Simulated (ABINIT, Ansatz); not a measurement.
# Tc (P6_3/mmc): phonons by linear response, part 3 of 4

Aim: the phonon dispersion of Tc (P6_3/mmc), checked by a second program.

ABINIT 10.8.3; DFT LDA, scalar-relativistic, plane waves, PseudoDojo norm-conserving pseudopotentials.

So far. Step 4 (Ground state): The cell stands at -0.66 GPa: the relaxation ran with a smoothed and higher cutoff, and the difference is a stress of the finite basis. Step 5 (Linear response at Γ): The acoustic modes at Γ come out as far as 3.9 cm⁻¹ from zero, where they should vanish, a small numerical error. The relaxed cell has a = 2.712, c = 4.329 Å (conventional setting).

### Step 7. Dispersion

anaddb transforms the dynamical matrices to force constants and back along the path; points of the mesh come back as solved, but for the sum rule and, in polar crystals, the LO-TO term at Γ; the rest is interpolation.

Contents of anaddb.abi:

```
ddb_filepath "all_DDB"
output_file "anaddb.abo"
outdata_prefix "anaddb"
ifcflag 1
ngqpt 3 3 2
nqshft 1
q1shft 0.0 0.0 0.0
asr 1
chneut 0
dipdip 0
dipquad 0
quadquad 0
enunit 0
eivec 0
nph1l 93
qph1l 
    0.0 0.0 0.0 1.0
    0.05 0.0 0.0 1.0
    0.1 0.0 0.0 1.0
    0.15 0.0 0.0 1.0
    0.2 0.0 0.0 1.0
    0.25 0.0 0.0 1.0
    0.3 0.0 0.0 1.0
    0.35 0.0 0.0 1.0
    0.4 0.0 0.0 1.0
    0.45 0.0 0.0 1.0
    0.5 0.0 0.0 1.0
    0.48333333 0.03333333 0.0 1.0
    0.46666667 0.06666667 0.0 1.0
    0.45 0.1 0.0 1.0
    0.43333333 0.13333333 0.0 1.0
    0.41666667 0.16666667 0.0 1.0
    0.4 0.2 0.0 1.0
    0.38333333 0.23333333 0.0 1.0
    0.36666667 0.26666667 0.0 1.0
    0.35 0.3 0.0 1.0
    0.33333333 0.33333333 0.0 1.0
    0.3 0.3 0.0 1.0
    0.26666667 0.26666667 0.0 1.0
    0.23333333 0.23333333 0.0 1.0
    0.2 0.2 0.0 1.0
    0.16666667 0.16666667 0.0 1.0
    0.13333333 0.13333333 0.0 1.0
    0.1 0.1 0.0 1.0
    0.06666667 0.06666667 0.0 1.0
    0.03333333 0.03333333 0.0 1.0
    0.0 0.0 0.0 1.0
    0.0 0.0 0.05 1.0
    0.0 0.0 0.1 1.0
    0.0 0.0 0.15 1.0
    0.0 0.0 0.2 1.0
    0.0 0.0 0.25 1.0
    0.0 0.0 0.3 1.0
    0.0 0.0 0.35 1.0
    0.0 0.0 0.4 1.0
    0.0 0.0 0.45 1.0
    0.0 0.0 0.5 1.0
    0.05 0.0 0.5 1.0
    0.1 0.0 0.5 1.0
    0.15 0.0 0.5 1.0
    0.2 0.0 0.5 1.0
    0.25 0.0 0.5 1.0
    0.3 0.0 0.5 1.0
    0.35 0.0 0.5 1.0
    0.4 0.0 0.5 1.0
    0.45 0.0 0.5 1.0
    0.5 0.0 0.5 1.0
    0.48333333 0.03333333 0.5 1.0
    0.46666667 0.06666667 0.5 1.0
    0.45 0.1 0.5 1.0
    0.43333333 0.13333333 0.5 1.0
    0.41666667 0.16666667 0.5 1.0
    0.4 0.2 0.5 1.0
    0.38333333 0.23333333 0.5 1.0
    0.36666667 0.26666667 0.5 1.0
    0.35 0.3 0.5 1.0
    0.33333333 0.33333333 0.5 1.0
    0.3 0.3 0.5 1.0
    0.26666667 0.26666667 0.5 1.0
    0.23333333 0.23333333 0.5 1.0
    0.2 0.2 0.5 1.0
    0.16666667 0.16666667 0.5 1.0
    0.13333333 0.13333333 0.5 1.0
    0.1 0.1 0.5 1.0
    0.06666667 0.06666667 0.5 1.0
    0.03333333 0.03333333 0.5 1.0
    0.0 0.0 0.5 1.0
    0.5 0.0 0.5 1.0
    0.5 0.0 0.45 1.0
    0.5 0.0 0.4 1.0
    0.5 0.0 0.35 1.0
    0.5 0.0 0.3 1.0
    0.5 0.0 0.25 1.0
    0.5 0.0 0.2 1.0
    0.5 0.0 0.15 1.0
    0.5 0.0 0.1 1.0
    0.5 0.0 0.05 1.0
    0.5 0.0 0.0 1.0
    0.33333333 0.33333333 0.5 1.0
    0.33333333 0.33333333 0.45 1.0
    0.33333333 0.33333333 0.4 1.0
    0.33333333 0.33333333 0.35 1.0
    0.33333333 0.33333333 0.3 1.0
    0.33333333 0.33333333 0.25 1.0
    0.33333333 0.33333333 0.2 1.0
    0.33333333 0.33333333 0.15 1.0
    0.33333333 0.33333333 0.1 1.0
    0.33333333 0.33333333 0.05 1.0
    0.33333333 0.33333333 0.0 1.0
```

Contents of mrgddb.in:

```
all_DDB
merged
6
dfpt_gammao_DDB
dfpt_qo_DS1_DDB
dfpt_qo_DS2_DDB
dfpt_qo_DS3_DDB
dfpt_qo_DS4_DDB
dfpt_qo_DS5_DDB
```

Launch:

```bash
> mrgddb < mrgddb.in > mrgddb.log
> OMP_NUM_THREADS=1 anaddb anaddb.abi > anaddb.log
```

anaddb.abo, the main output file:

```text
[banners, grids, parts of the stress and lines that vanish by symmetry left out]
-outvars_anaddb: echo values of input variables ----------------------

 Flags :
[...]
Phonon wavevector (reduced coordinates) :  0.00000  0.00000  0.00000
 Phonon energies in Hartree :
[...]
Phonon frequencies in cm-1    :
-  0.000000E+00  0.000000E+00  0.000000E+00  1.254981E+02  1.425603E+02
-  1.425603E+02
[...]
Phonon wavevector (reduced coordinates) :  0.05000  0.00000  0.00000
 Phonon energies in Hartree :
[...]
Phonon frequencies in cm-1    :
-  2.238122E+01  2.379139E+01  3.890489E+01  1.274578E+02  1.426877E+02
-  1.455145E+02
[...]
Phonon wavevector (reduced coordinates) :  0.10000  0.00000  0.00000
 Phonon energies in Hartree :
[...]
Phonon frequencies in cm-1    :
-  4.432470E+01  4.682801E+01  7.673314E+01  1.331230E+02  1.431136E+02
-  1.538273E+02
[...]
Phonon wavevector (reduced coordinates) :  0.15000  0.00000  0.00000
 Phonon energies in Hartree :
[...]
Phonon frequencies in cm-1    :
-  6.514463E+01  6.839538E+01  1.124402E+02  1.419966E+02  1.439477E+02
-  1.661267E+02
[...]
Phonon wavevector (reduced coordinates) :  0.20000  0.00000  0.00000
 Phonon energies in Hartree :
[...]
Phonon frequencies in cm-1    :
-  8.389661E+01  8.785760E+01  1.450340E+02  1.453094E+02  1.534969E+02
-  1.807709E+02
[...]
Phonon wavevector (reduced coordinates) :  0.25000  0.00000  0.00000
 Phonon energies in Hartree :
[...]
Phonon frequencies in cm-1    :
-  9.971001E+01  1.046922E+02  1.472527E+02  1.668599E+02  1.735629E+02
-  1.962785E+02
  Phonon wavevector (reduced coordinates) :  0.30000  0.00000  0.00000
 Phonon energies in Hartree :
[...]
Phonon frequencies in cm-1    :
-  1.122081E+02  1.185223E+02  1.496958E+02  1.808692E+02  1.970471E+02
-  2.115670E+02
  Phonon wavevector (reduced coordinates) :  0.35000  0.00000  0.00000
 Phonon energies in Hartree :
[...]
Phonon frequencies in cm-1    :
-  1.215247E+02  1.291471E+02  1.523775E+02  1.939278E+02  2.145987E+02
-  2.258634E+02
  Phonon wavevector (reduced coordinates) :  0.40000  0.00000  0.00000
 Phonon energies in Hartree :
[...]
Phonon frequencies in cm-1    :
-  1.279638E+02  1.365585E+02  1.548623E+02  2.044707E+02  2.263405E+02
-  2.377711E+02
  Phonon wavevector (reduced coordinates) :  0.45000  0.00000  0.00000
 Phonon energies in Hartree :
[...]
Phonon frequencies in cm-1    :
-  1.317539E+02  1.408963E+02  1.566332E+02  2.112883E+02  2.331459E+02
-  2.455147E+02
  Phonon wavevector (reduced coordinates) :  0.50000  0.00000  0.00000
 Phonon energies in Hartree :
[...]
Phonon frequencies in cm-1    :
-  1.330070E+02  1.423206E+02  1.572751E+02  2.136429E+02  2.353972E+02
-  2.481729E+02
  Phonon wavevector (reduced coordinates) :  0.48333  0.03333  0.00000
 Phonon energies in Hartree :
[...]
Phonon frequencies in cm-1    :
-  1.341974E+02  1.431639E+02  1.581754E+02  2.134255E+02  2.352669E+02
-  2.479080E+02
  Phonon wavevector (reduced coordinates) :  0.46667  0.06667  0.00000
 Phonon energies in Hartree :
[...]
Phonon frequencies in cm-1    :
-  1.376364E+02  1.455988E+02  1.607953E+02  2.127727E+02  2.348883E+02
-  2.471196E+02
  Phonon wavevector (reduced coordinates) :  0.45000  0.10000  0.00000
 Phonon energies in Hartree :
[...]
Phonon frequencies in cm-1    :
-  1.429634E+02  1.493576E+02  1.649055E+02  2.116825E+02  2.342993E+02
-  2.458270E+02
[...]
Phonon wavevector (reduced coordinates) :  0.10000  0.00000  0.50000
 Phonon energies in Hartree :
[...]
Phonon frequencies in cm-1    :
-  1.109850E+02  1.109850E+02  1.209608E+02  1.209608E+02  2.134204E+02
-  2.134204E+02
  Phonon wavevector (reduced coordinates) :  0.15000  0.00000  0.50000
 Phonon energies in Hartree :
[...]
Phonon frequencies in cm-1    :
-  1.185666E+02  1.185666E+02  1.368753E+02  1.368753E+02  2.105609E+02
-  2.105609E+02
  Phonon wavevector (reduced coordinates) :  0.20000  0.00000  0.50000
 Phonon energies in Hartree :
[...]
Phonon frequencies in cm-1    :
-  1.273843E+02  1.273843E+02  1.514820E+02  1.514820E+02  2.082652E+02
-  2.082652E+02
  Phonon wavevector (reduced coordinates) :  0.25000  0.00000  0.50000
 Phonon energies in Hartree :
[...]
Phonon frequencies in cm-1    :
-  1.363790E+02  1.363790E+02  1.587849E+02  1.587849E+02  2.102390E+02
-  2.102390E+02
  Phonon wavevector (reduced coordinates) :  0.30000  0.00000  0.50000
 Phonon energies in Hartree :
[...]
Phonon frequencies in cm-1    :
-  1.447013E+02  1.447013E+02  1.557128E+02  1.557128E+02  2.184509E+02
-  2.184509E+02
  Phonon wavevector (reduced coordinates) :  0.35000  0.00000  0.50000
 Phonon energies in Hartree :
[...]
Phonon frequencies in cm-1    :
-  1.462967E+02  1.462967E+02  1.517241E+02  1.517241E+02  2.289267E+02
-  2.289267E+02
[...]
Phonon wavevector (reduced coordinates) :  0.33333  0.33333  0.05000
 Phonon energies in Hartree :
[...]
Phonon frequencies in cm-1    :
-  1.757329E+02  1.890319E+02  1.890319E+02  1.978896E+02  2.320310E+02
-  2.320310E+02
  Phonon wavevector (reduced coordinates) :  0.33333  0.33333  0.00000
 Phonon energies in Hartree :
[...]
Phonon frequencies in cm-1    :
-  1.752429E+02  1.913596E+02  1.913596E+02  1.977158E+02  2.317523E+02
-  2.317523E+02
-
```

Wall time 0.59 s (1 thread of Arm Neoverse N1, shared host).

Numbers from this step:

```yaml
lowest_frequency_on_the_path: 0 cm⁻¹
```

Anaddb. Phonon branches along the path, in cm⁻¹:

| point | branch 1 | branch 2 | branch 3 | branch 4 | branch 5 | branch 6 |
| --- | --- | --- | --- | --- | --- | --- |
| Γ | 0 | 0 | 0 | 126 | 143 | 143 |
| M | 133 | 142 | 157 | 214 | 235 | 248 |
| K | 175 | 191 | 191 | 198 | 232 | 232 |
| Γ | 0 | 0 | 0 | 126 | 143 | 143 |
| A | 104 | 104 | 104 | 104 | 216 | 216 |
| L | 124 | 124 | 161 | 161 | 246 | 246 |
| H | 79 | 79 | 200 | 200 | 230 | 230 |
| A | 104 | 104 | 104 | 104 | 216 | 216 |
| jump to L | 124 | 124 | 161 | 161 | 246 | 246 |
| M | 133 | 142 | 157 | 214 | 235 | 248 |
| jump to H | 79 | 79 | 200 | 200 | 230 | 230 |
| K | 175 | 191 | 191 | 198 | 232 | 232 |

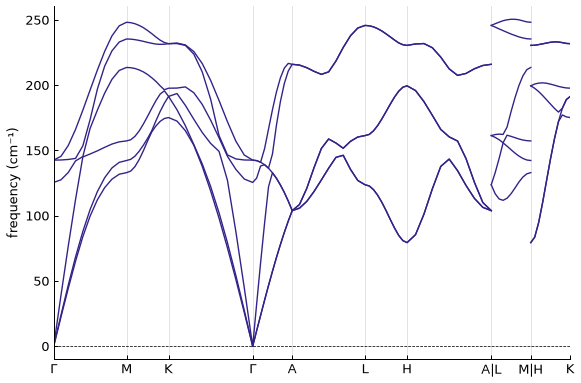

Phonon branches along the path.

All branches are real along the path.

### Step 8. Density of states

Sums over the zone need many more wavevectors than were solved, so the interpolation is sampled on a dense mesh.

Contents of anaddb.abi:

```
ddb_filepath "all_DDB"
output_file "anaddb.abo"
outdata_prefix "anaddb"
ifcflag 1
ngqpt 3 3 2
nqshft 1
q1shft 0.0 0.0 0.0
asr 1
chneut 0
dipdip 0
dipquad 0
quadquad 0
prtdos 2
ng2qpt 19 19 10
dosdeltae 4.5563e-06
ntemper 11
temperinc 100.0
tempermin 0.0
```

Launch:

```bash
> OMP_NUM_THREADS=1 anaddb anaddb.abi > anaddb.log
```

anaddb.abo, the main output file:

```text
-outvars_anaddb: echo values of input variables ----------------------

 Flags :
     ifcflag         1
 Miscellaneous information :
         asr         1
      chneut         0
 Interatomic Force Constants Inputs :
      dipdip         0
     dipquad         0
    quadquad         0
      ifcana         0
      ifcout         0
 Description of grid 1 :
        brav         1
       ngqpt         3         3         2
      nqshft         1
      q1shft
                     0.00000000E+00  0.00000000E+00  0.00000000E+00
 Phonon DOS information :
   dosdeltae  4.55630000E-06
    dossmear  4.55633525E-06
 Description of grid 2 (Fourier interp. or BZ sampling):
      ng2qpt        19        19        10
      ngrids         4
      q2shft         0.00000000E+00  0.00000000E+00  0.00000000E+00

================================================================================

 read the DDB information and perform some checks

  ==== Info on the Cryst% object ====
 Real(R)+Recip(G) space primitive vectors, cartesian coordinates (Bohr,Bohr^-1):
 R(1)=  5.1257033  0.0000000  0.0000000  G(1)=  0.1950952  0.1126383  0.0000000
 R(2)= -2.5628516  4.4389893  0.0000000  G(2)=  0.0000000  0.2252765  0.0000000
 R(3)=  0.0000000  0.0000000  8.1799596  G(3)=  0.0000000  0.0000000  0.1222500
 Unit cell volume ucvol=  1.8611814E+02 bohr^3
 Angles (23,13,12)=  9.00000000E+01  9.00000000E+01  1.20000000E+02 degrees
 Time-reversal symmetry is present
 Reduced atomic positions [iatom, xred, symbol]:
    1)    0.3333333  0.6666667  0.2500000  Tc
    2)    0.6666667  0.3333333  0.7500000  Tc

 DDB file with 6 blocks has been read.

================================================================================

 Calculation of the interatomic forces

       Homogeneous q point set in the B.Z.
 Grid q points  :       18
  1)   0.00000000E+00  0.00000000E+00  0.00000000E+00
  2)   3.33333333E-01  0.00000000E+00  0.00000000E+00
  3)  -3.33333333E-01  0.00000000E+00  0.00000000E+00
  4)   0.00000000E+00  3.33333333E-01  0.00000000E+00
  5)   3.33333333E-01  3.33333333E-01  0.00000000E+00
  6)  -3.33333333E-01  3.33333333E-01  0.00000000E+00
  7)   0.00000000E+00 -3.33333333E-01  0.00000000E+00
  8)   3.33333333E-01 -3.33333333E-01  0.00000000E+00
  9)  -3.33333333E-01 -3.33333333E-01  0.00000000E+00
 10)   0.00000000E+00  0.00000000E+00  5.00000000E-01
 11)   3.33333333E-01  0.00000000E+00  5.00000000E-01
 12)  -3.33333333E-01  0.00000000E+00  5.00000000E-01
 13)   0.00000000E+00  3.33333333E-01  5.00000000E-01
 14)   3.33333333E-01  3.33333333E-01  5.00000000E-01
 15)  -3.33333333E-01  3.33333333E-01  5.00000000E-01
 16)   0.00000000E+00 -3.33333333E-01  5.00000000E-01
 17)   3.33333333E-01 -3.33333333E-01  5.00000000E-01
 18)  -3.33333333E-01 -3.33333333E-01  5.00000000E-01

 The interatomic forces have been obtained

================================================================================

 Calculation of phonon density of states

 Average speed of sound partial sums:     0.1807773562E-02 (at units)
-                                   =           3.9549 [km/s]

 Debye frequency from partial sums:     0.1234141017E-02 (Ha)
-                                 =     0.8120257808E+01 (THz)
-Debye temperature from partial sums:     0.3897109104E+03 (K)

 Average speed of sound:     0.1788975847E-02 (at units)
-                      =           3.9137 [km/s]

 Debye frequency from DOS:     0.1221308088E-02 (Ha)
-                        =     0.8035821186E+01 (THz)
-Debye temperature from DOS:     0.3856585917E+03 (K)

-
```

The job ended after 0.79 s (1 thread).

Numbers from this step:

* share of modes beyond 3i cm⁻¹ on the dense interpolated mesh: 0
* zero-point energy per atom: 31.61 meV
* heat capacity at 300 K: 23.54 J/(mol atoms K)
* vibrational entropy at 300 K: 31.65 J/(mol atoms K)

The phonon density of states has structure finer than the step of the table below, so its rows give means over 20 cm⁻¹, whole bins alone (the curve runs from -30 to 262 cm⁻¹). Peaks (cm⁻¹: height): 143.0: 0.0639, 161.0: 0.0733, 209.0: 0.0373, 232.0: 0.104.

Tetrahedra. Phonon density of states against wavenumber; means over each step:

| wavenumber (cm⁻¹) | phonon density of states (1/cm⁻¹/cell) |
| --- | --- |
| 0 | 5.3e-6 |
| 20 | 1.6e-4 |
| 40 | 7.5e-4 |
| 60 | 0.00196 |
| 80 | 0.00442 |
| 100 | 0.0117 |
| 120 | 0.0335 |
| 140 | 0.0531 |
| 160 | 0.0602 |
| 180 | 0.0368 |
| 200 | 0.0275 |
| 220 | 0.0270 |
| 240 | 0.0417 |

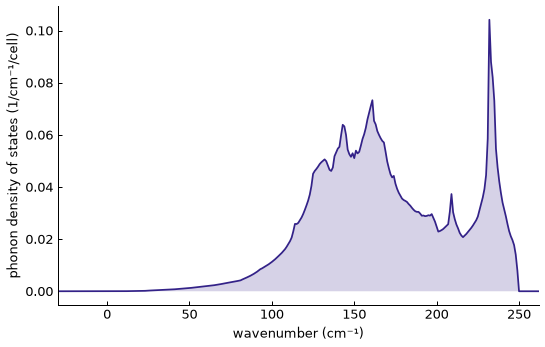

Phonon density of states, plotted against wavenumber.

Harmonic thermodynamic functions per atom, summed over the density of states scaled to three modes an atom; melting is ignored. Thermodynamic functions:

| T (K) | F_vib (meV/atom) | S (J/mol-atom/K) | C_V (J/mol-atom/K) |
| --- | --- | --- | --- |
| 0 | 31.61 | 0 | 0 |
| 50 | 31.4 | 1.82 | 5.516 |
| 100 | 28.66 | 9.089 | 15.52 |
| 200 | 11.93 | 22.39 | 21.93 |
| 300 | -16.34 | 31.65 | 23.54 |
| 400 | -52.86 | 38.51 | 24.14 |
| 500 | -95.68 | 43.93 | 24.42 |
| 600 | -143.6 | 48.4 | 24.58 |
| 700 | -195.8 | 52.2 | 24.68 |
| 800 | -251.6 | 55.5 | 24.74 |
| 900 | -310.7 | 58.41 | 24.78 |
| 1000 | -372.6 | 61.03 | 24.81 |

At 300 K the heat capacity has reached 94 % of the Dulong-Petit value.

[end of part 3 of 4]

[Host names and launcher messages were left out of these logs when they were recorded.]

[Logs are printed without paths, hosts, clocks, repeated set-up lines and the standing remarks that a program may print on its own settings, such as how far it seeks lower states.]

[Hosts, paths, dates, database ids (printed as entryN), source tags and the programs' standing remarks are cut or masked in the printed files.]
